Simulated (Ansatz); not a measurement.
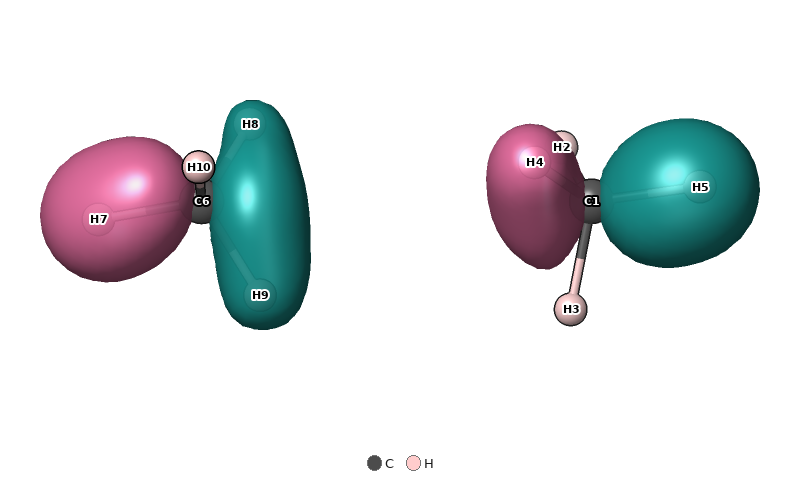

The picture shows: CH4···CH4 (SMILES C.C). The HOMO at ±0.2 Å⁻³ᐟ² (teal and pink are the two phases), seen from one side.

Geometry: PBE0-D4/def2-TZVP.

The calculation used RKS PBE0-D4/def2-TZVPPD in Ansatz 0.2.0.

```xyz
10

C     0.1757   -0.0951   -1.9091
H    -0.5040    0.7339   -1.7136
H    -0.3321   -1.0366   -1.7011
H     1.0508   -0.0055   -1.2662
H     0.4861   -0.0726   -2.9534
C    -0.1755    0.0951    1.9091
H    -0.6603    0.1041    2.8850
H    -0.4359    1.0024    1.3647
H    -0.5099   -0.7742    1.3437
H     0.9052    0.0486    2.0409
```

What is the character of this orbital?

By Hirshfeld shares it lies mainly on C6 (about 25 %), C1 (about 25 %), H5 (about 15 %), H7 (about 15 %) and H9 (about 5 %). Its energy is −10.82 eV.
